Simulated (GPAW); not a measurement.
# Work function of OH/W(100) at several levels, part 2 of 2

How far do functional and basis move the work function of OH/W(100)?

GPAW 26.7.0; GPAW, PAW setups; slab in vacuum, relaxation (the session's first sound run).

So far, upper work function (eV): step 2 (relaxing the atoms, PBE, GPAW) 2.53; step 3 (plane waves, PBE) 2.53; step 4 (self-consistent run: xc = "revPBE") 2.41.

### 5. OptPBE vdW: xc = "optPBE-vdW"

The same geometry under optPBE-vdW, to see how far the functional moves the levels against the vacuum (the van der Waals functionals take revPBE setups).

File run.py:

```python
import json
import numpy as np
from ase import Atoms
from gpaw import GPAW, PW

slab = Atoms(
    ['W', 'W', 'W', 'W', 'W', 'O', 'H'],
    positions=[
        [0.00000, 0.00000, 9.00000],
        [1.58000, 1.58000, 10.58000],
        [0.00000, 0.00000, 12.16000],
        [1.58000, 1.58000, 13.74699],
        [0.00000, -0.00000, 15.31716],
        [1.58000, 1.58000, 16.75378],
        [1.58000, 1.58000, 17.74076]],
    cell=[[3.16, 0.0, 0.0], [0.0, 3.16, 0.0], [0.0, 0.0, 25.8]],
    pbc=[True, True, False])

slab.calc = GPAW(mode=PW(500), xc='optPBE-vdW', kpts={'size': (10, 10, 1), 'gamma': True},
                 occupations={'name': 'fermi-dirac', 'width': 0.1}, nbands='160%',
                 convergence={'density': 1e-05}, maxiter=200,
                 poissonsolver={'dipolelayer': 'xy'},
                 symmetry={'tolerance': 1e-3}, txt='slab.txt')
result = {}
energy = slab.get_potential_energy()
fermi = slab.calc.get_fermi_level()
v = slab.calc.get_electrostatic_potential().mean((0, 1)) - fermi
n = slab.calc.get_pseudo_density().mean((0, 1))
L = slab.cell[2, 2]
z = np.arange(len(v)) * L / len(v)
low, high = slab.positions[:, 2].min(), slab.positions[:, 2].max()
below, above = np.interp([low - 6.8, high + 6.8], z, v)
slopes = [np.interp(x, z, np.gradient(v, z)) for x in (low - 6.8, high + 6.8)]
eps = np.array([[slab.calc.get_eigenvalues(k, s) for k in range(len(slab.calc.get_ibz_k_points()))]
                for s in range(slab.calc.get_number_of_spins())]) - fermi
top, bottom = eps[eps < 0].max(), eps[eps > 0].min()
dipole = slab.get_dipole_moment()[2]
print(f'energy {energy:.4f} eV, Fermi level {fermi:.4f} eV, dipole {dipole:.5f} e A')
print(f'potential 6.8 A off the faces, from the Fermi level: lower {below:.4f} eV, upper {above:.4f} eV')
print(f'slope of the potential there: lower {slopes[0]:.5f}, upper {slopes[1]:.5f} eV/A')
print(f'nearest levels on the mesh: {top:.4f} and {bottom:.4f} eV')
print('magnetic moment', round(slab.get_magnetic_moment(), 3))
result.update(energy=energy, fermi=fermi, dipole=dipole, below=below, above=above, slopes=slopes, edges=[top, bottom],
              z=z.tolist(), v=v.tolist(), n=n.tolist(), positions=slab.positions.tolist(),
              forces=slab.get_forces(apply_constraint=False).tolist(), moments=slab.get_magnetic_moments().tolist())
json.dump(result, open('result.json', 'w'))
```

On the command line:

```
> OMP_NUM_THREADS=1 OPENBLAS_NUM_THREADS=1 python run.py
```

The program printed:

```text
energy -149.5398 eV, Fermi level 2.3514 eV, dipole 0.08863 e A
potential 6.8 A off the faces, from the Fermi level: lower 4.4695 eV, upper 2.8635 eV
slope of the potential there: lower -0.00022, upper 0.00005 eV/A
nearest levels on the mesh: -0.0195 and 0.0031 eV
magnetic moment 0.0
```

Elapsed: 5.9 min, on 1 thread of Arm Neoverse V2, shared host; peak memory 0.6 GiB.

Numbers from this step:

* dipole along the normal: 0.08863 e·Å
* levels nearest the Fermi level on the mesh: -0.01954, 0.003087 eV from the Fermi level
* upper work function: 2.863 eV
* lower work function: 4.470 eV

The upper face's work function is 2.863 eV, against 2.534 eV in the first plane-wave PBE run at this geometry.

### 6. Self-consistent run: xc = "vdW-DF2"

The same geometry under vdW-DF2, to see how far the functional moves the levels against the vacuum (the van der Waals functionals take revPBE setups).

Edit run.py of step 5 so:

```diff
@@ -18,3 +18,3 @@
 
-slab.calc = GPAW(mode=PW(500), xc='optPBE-vdW', kpts={'size': (10, 10, 1), 'gamma': True},
+slab.calc = GPAW(mode=PW(500), xc='vdW-DF2', kpts={'size': (10, 10, 1), 'gamma': True},
                  occupations={'name': 'fermi-dirac', 'width': 0.1}, nbands='160%',
```

The program printed:

```text
energy -818.6432 eV, Fermi level 2.2860 eV, dipole 0.08141 e A
potential 6.8 A off the faces, from the Fermi level: lower 4.6413 eV, upper 3.1657 eV
slope of the potential there: lower -0.00031, upper 0.00010 eV/A
nearest levels on the mesh: -0.0144 and 0.0030 eV
magnetic moment 0.0
```

Wall time 8.4 min (1 thread); peak memory 0.61 GiB.

This step gave:

* dipole along the normal: 0.08141 e·Å
* levels nearest the Fermi level on the mesh: -0.01436, 0.003041 eV from the Fermi level
* upper work function: 3.166 eV
* lower work function: 4.641 eV

The upper face's work function is 3.166 eV, against 2.534 eV in the first plane-wave PBE run at this geometry.

### 7. Self-consistent run: xc = "LDA"

The same geometry under LDA, to see how far the functional moves the levels against the vacuum.

Edit run.py of step 6 so:

```diff
@@ -18,3 +18,3 @@
 
-slab.calc = GPAW(mode=PW(500), xc='vdW-DF2', kpts={'size': (10, 10, 1), 'gamma': True},
+slab.calc = GPAW(mode=PW(500), xc='LDA', kpts={'size': (10, 10, 1), 'gamma': True},
                  occupations={'name': 'fermi-dirac', 'width': 0.1}, nbands='160%',
```

The program printed:

```text
energy -69.8909 eV, Fermi level 2.2220 eV, dipole 0.09853 e A
potential 6.8 A off the faces, from the Fermi level: lower 4.5477 eV, upper 2.7622 eV
slope of the potential there: lower -0.00020, upper 0.00005 eV/A
nearest levels on the mesh: -0.0008 and 0.0485 eV
magnetic moment 0.0
```

Elapsed: 5.1 min, on 1 thread; peak memory 0.39 GiB.

This step gave:

| Quantity | Value |
| --- | --- |
| dipole along the normal | 0.09853 e·Å |
| levels nearest the Fermi level on the mesh | -7.63e-4, 0.04854 eV from the Fermi level |
| upper work function | 2.762 eV |
| lower work function | 4.548 eV |

The upper face's work function is 2.762 eV, against 2.534 eV in the first plane-wave PBE run at this geometry.

### 8. Self-consistent run: xc = "RPBE"

The same geometry under RPBE, to see how far the functional moves the levels against the vacuum.

Edit run.py of step 7 so:

```diff
@@ -18,3 +18,3 @@
 
-slab.calc = GPAW(mode=PW(500), xc='LDA', kpts={'size': (10, 10, 1), 'gamma': True},
+slab.calc = GPAW(mode=PW(500), xc='RPBE', kpts={'size': (10, 10, 1), 'gamma': True},
                  occupations={'name': 'fermi-dirac', 'width': 0.1}, nbands='160%',
```

The program printed:

```text
energy -60.6715 eV, Fermi level 2.6309 eV, dipole 0.09188 e A
potential 6.8 A off the faces, from the Fermi level: lower 4.1117 eV, upper 2.4466 eV
slope of the potential there: lower -0.00020, upper 0.00005 eV/A
nearest levels on the mesh: -0.0299 and 0.0115 eV
magnetic moment 0.0
```

Elapsed: 4.7 min, on 1 thread; peak memory 0.39 GiB.

Numbers from this step:

- dipole along the normal: 0.09188 e·Å
- levels nearest the Fermi level on the mesh: -0.02990, 0.01154 eV from the Fermi level
- upper work function: 2.447 eV
- lower work function: 4.112 eV

The upper face's work function is 2.447 eV, against 2.534 eV in the first plane-wave PBE run at this geometry.

### 9. Real-space grid: mode = "fd"

A real-space grid is a second complete basis, so it checks the plane-wave result.

Edit run.py of step 8 so:

```diff
@@ -3,3 +3,3 @@
 from ase import Atoms
-from gpaw import GPAW, PW
+from gpaw import GPAW
 
@@ -18,3 +18,3 @@
 
-slab.calc = GPAW(mode=PW(500), xc='RPBE', kpts={'size': (10, 10, 1), 'gamma': True},
+slab.calc = GPAW(mode='fd', h=0.18, xc='PBE', kpts={'size': (10, 10, 1), 'gamma': True},
                  occupations={'name': 'fermi-dirac', 'width': 0.1}, nbands='160%',
```

The program printed:

```text
energy -64.2083 eV, Fermi level -3.3901 eV, dipole 0.09597 e A
potential 6.8 A off the faces, from the Fermi level: lower 4.2597 eV, upper 2.5206 eV
slope of the potential there: lower -0.00002, upper -0.00000 eV/A
nearest levels on the mesh: -0.0299 and 0.0090 eV
magnetic moment 0.0
```

The job ended after 12 min (1 thread; peak memory 1.2 GiB).

Numbers from this step:

| Property | Result |
| --- | --- |
| dipole along the normal | 0.09597 e·Å |
| levels nearest the Fermi level on the mesh | -0.02989, 0.009038 eV from the Fermi level |
| upper work function | 2.521 eV |
| lower work function | 4.260 eV |

The electrostatic potential energy of an electron (without an applied field's), less the Fermi level, planar mean oscillates, so the rows of the table below give means over windows of 2.5 Å about each position, cut where the curve ends. Its maxima inside the range that stand out by 2 % of the span (Å: eV): 1.5: 4.26, 9.8: -8.60, 11.4: -9.13, 13.0: -9.01, 14.5: -8.79, 16.3: -3.23, 17.5: 1.42. Its minima: 9.0: -20.0, 10.6: -20.7, 12.2: -20.7, 13.7: -20.5, 15.3: -20.5, 16.8: -7.28, 17.7: 0.555.

Electrostatic potential energy of an electron (without an applied field's), less the Fermi level, planar mean against z; means over each step:

| z (Å) | electrostatic potential energy of an electron (without an applied field's), less the Fermi level, planar mean (eV) |
| --- | --- |
| 0.0 | 4.23 |
| 2.5 | 4.26 |
| 5.0 | 4.24 |
| 7.5 | -0.0525 |
| 10.0 | -15.1 |
| 12.5 | -14.4 |
| 15.0 | -13.5 |
| 17.5 | -0.745 |
| 20.0 | 2.49 |
| 22.5 | 2.52 |
| 25.0 | 2.52 |

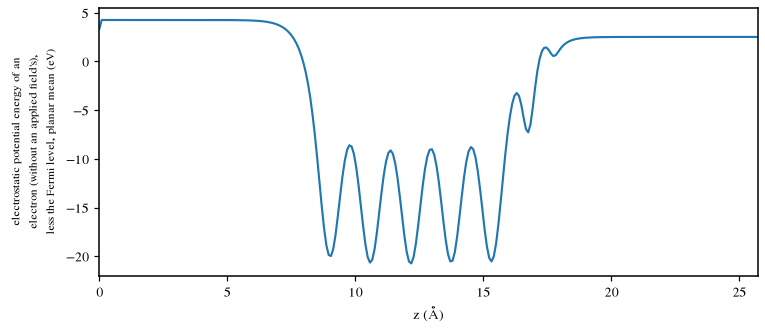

Electrostatic potential energy of an electron (without an applied field's), less the Fermi level, planar mean against z.

The upper face's work function is 2.521 eV, against 2.534 eV in the first plane-wave PBE run at this geometry.

### 10. Atomic orbitals: mode = "lcao"

Atom-centred orbitals end a few angstrom from the surface, which tests how much the density's tail matters.

Edit run.py of step 9 so:

```diff
@@ -18,4 +18,4 @@
 
-slab.calc = GPAW(mode='fd', h=0.18, xc='PBE', kpts={'size': (10, 10, 1), 'gamma': True},
-                 occupations={'name': 'fermi-dirac', 'width': 0.1}, nbands='160%',
+slab.calc = GPAW(mode='lcao', basis='dzp', h=0.18, xc='PBE', kpts={'size': (10, 10, 1), 'gamma': True},
+                 occupations={'name': 'fermi-dirac', 'width': 0.1}, nbands='120%',
                  convergence={'density': 1e-05}, maxiter=200,
```

The program printed:

```text
energy -61.8688 eV, Fermi level -3.3513 eV, dipole 0.09865 e A
potential 6.8 A off the faces, from the Fermi level: lower 4.2452 eV, upper 2.4575 eV
slope of the potential there: lower -0.00000, upper -0.00000 eV/A
nearest levels on the mesh: -0.0253 and 0.0080 eV
magnetic moment 0.0
```

The job ended after 14 min (1 thread; peak memory 0.47 GiB).

Numbers from this step:

| Quantity | Value |
| --- | --- |
| dipole along the normal | 0.09865 e·Å |
| levels nearest the Fermi level on the mesh | -0.02529, 0.007992 eV from the Fermi level |
| upper work function | 2.457 eV |
| lower work function | 4.245 eV |

The electrostatic potential energy of an electron (without an applied field's), less the Fermi level, planar mean oscillates, so the rows of the table below give means over windows of 2 Å about each position, cut where the curve ends. Its maxima inside the range that stand out by 2 % of the span (Å: eV): 0.8: 4.25, 9.8: -8.73, 11.4: -9.22, 13.0: -9.09, 14.5: -8.91, 16.3: -3.19, 17.4: 1.47. Its minima: 9.0: -20.0, 10.6: -20.7, 12.2: -20.8, 13.7: -20.6, 15.3: -20.6, 16.8: -7.22, 17.7: 0.584.

The electrostatic potential energy of an electron (without an applied field's), less the Fermi level, planar mean by z; means over each step:

| z (Å) | electrostatic potential energy of an electron (without an applied field's), less the Fermi level, planar mean (eV) |
| --- | --- |
| 0 | 4.21 |
| 2 | 4.25 |
| 4 | 4.24 |
| 6 | 4.14 |
| 8 | -3.88 |
| 10 | -15.2 |
| 12 | -13.9 |
| 14 | -14.0 |
| 16 | -10.4 |
| 18 | 1.34 |
| 20 | 2.45 |
| 22 | 2.46 |
| 24 | 2.46 |

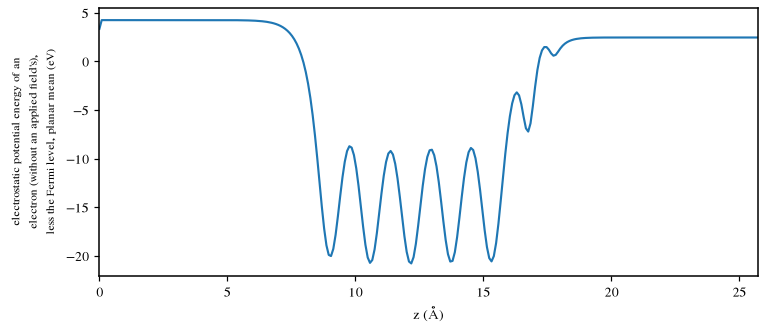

Electrostatic potential energy of an electron (without an applied field's), less the Fermi level, planar mean against z.

The upper face's work function is 2.457 eV, against 2.534 eV in the first plane-wave PBE run at this geometry.

### 11. The ladder

Times are for 1 thread of Arm Neoverse V2, shared host. The series side by side:

| no. | run | upper work function (eV) | lower work function (eV) | time | memory (GiB) |
| --- | --- | --- | --- | --- | --- |
| 1 | pw | 2.534 | 4.262 | 4.9 min | 0.39 |
| 2 | revPBE | 2.413 | 4.132 | 5.2 min | 0.39 |
| 3 | optPBE vdW | 2.863 | 4.470 | 5.9 min | 0.6 |
| 4 | vdW DF2 | 3.166 | 4.641 | 8.4 min | 0.61 |
| 5 | LDA | 2.762 | 4.548 | 5.1 min | 0.39 |
| 6 | RPBE | 2.447 | 4.112 | 4.7 min | 0.39 |
| 7 | fd | 2.521 | 4.260 | 12 min | 1.2 |
| 8 | lcao | 2.457 | 4.245 | 14 min | 0.47 |

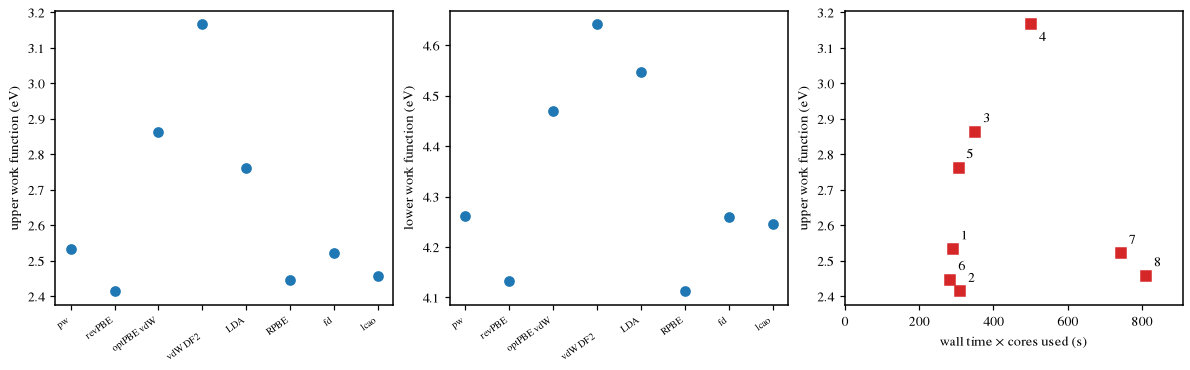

The series as plots; the last panel sets the first result against cost, with the runs numbered as in the table.

### 12. Side by side

Results and costs are gathered.

This step: comparison of work functions, dipole and cost (GPAW 26.7.0).

Ladder, by row:

| step | code | work function, upper (eV) | work function, lower (eV) | dipole (e Å) | wall time (s) | peak memory (GiB) | threads |
| --- | --- | --- | --- | --- | --- | --- | --- |
| pw | GPAW | 2.534 | 4.262 | 0.09538 | 292.5 | 0.39 | 1 |
| revPBE | GPAW | 2.413 | 4.132 | 0.09483 | 310.9 | 0.39 | 1 |
| optPBE-vdW | GPAW | 2.863 | 4.47 | 0.08863 | 352.1 | 0.6 | 1 |
| vdW-DF2 | GPAW | 3.166 | 4.641 | 0.08141 | 501.2 | 0.61 | 1 |
| LDA | GPAW | 2.762 | 4.548 | 0.09853 | 307.2 | 0.39 | 1 |
| RPBE | GPAW | 2.447 | 4.112 | 0.09188 | 284.6 | 0.39 | 1 |
| fd | GPAW | 2.521 | 4.26 | 0.09597 | 745.1 | 1.25 | 1 |
| lcao | GPAW | 2.457 | 4.245 | 0.09865 | 812.3 | 0.47 | 1 |

### 13. A changed run

One more run, with changed settings.

This step: GPAW, PAW setups; slab in vacuum (GPAW 26.7.0).

Edit run.py of step 10 so:

```diff
@@ -3,3 +3,3 @@
 from ase import Atoms
-from gpaw import GPAW
+from gpaw import GPAW, PW
 
@@ -18,5 +18,5 @@
 
-slab.calc = GPAW(mode='lcao', basis='dzp', h=0.18, xc='PBE', kpts={'size': (10, 10, 1), 'gamma': True},
-                 occupations={'name': 'fermi-dirac', 'width': 0.1}, nbands='120%',
-                 convergence={'density': 1e-05}, maxiter=200,
+slab.calc = GPAW(mode=PW(500), xc='PBE', kpts={'size': (10, 10, 1), 'gamma': True},
+                 occupations={'name': 'fermi-dirac', 'width': 1.0}, nbands='160%',
+                 convergence={'density': 1e-05}, maxiter=50,
                  poissonsolver={'dipolelayer': 'xy'},
```

The program printed:

```text
energy -63.3210 eV, Fermi level 1.7404 eV, dipole 0.03278 e A
potential 6.8 A off the faces, from the Fermi level: lower 5.2369 eV, upper 4.6684 eV
slope of the potential there: lower -0.03902, upper 0.03397 eV/A
nearest levels on the mesh: -0.0076 and 0.0001 eV
magnetic moment 0.0
```

Run time: 5.1 min. Hardware: 1 thread; peak memory 0.39 GiB.

The run finished. A setting was moved off its sound value on purpose, so it serves as a test and not as the result.

The fault put into the input: a smearing of electronvolts (width = 1.0).

Side by side:

| quantity | this run | sound run | difference |
| --- | --- | --- | --- |
| dipole along the normal (e·Å) | 0.032784 | 0.095383 | -0.0626 |

One result that differs is the dipole along the normal, 0.0328 e·Å against 0.0954 e·Å.

### 14. Results

| Property | Result |
| --- | --- |
| work function, upper and lower face | 2.534 and 4.262 eV |
| dipole along the normal | 0.0954 e Å |

With plane waves and PBE the work function is 2.53 eV on the upper face and 4.26 eV on the lower. The two faces differ by 1.7 eV, the step that the slab's dipole makes (e p/(ε0 A) gives 1.7 eV), so the dipole layer is needed. Over the sound runs of the table the upper face's work function spans 2.413 (revPBE) to 3.166 eV (vdW-DF2). The cell of 9.99 Å² holds one OH, started on one chosen site; other sites and coverages weren't tried. The in-plane lattice was kept as typed, which isn't the functional's own and leaves some strain; spin-orbit coupling and temperature are left out.

[Logs are printed without paths, hosts, clocks, repeated set-up lines and the standing remarks that a program may print on its own settings, such as how far it seeks lower states.]

[Hosts, paths, dates, database ids (printed as entryN), source tags and the programs' standing remarks are cut or masked in the printed files.]
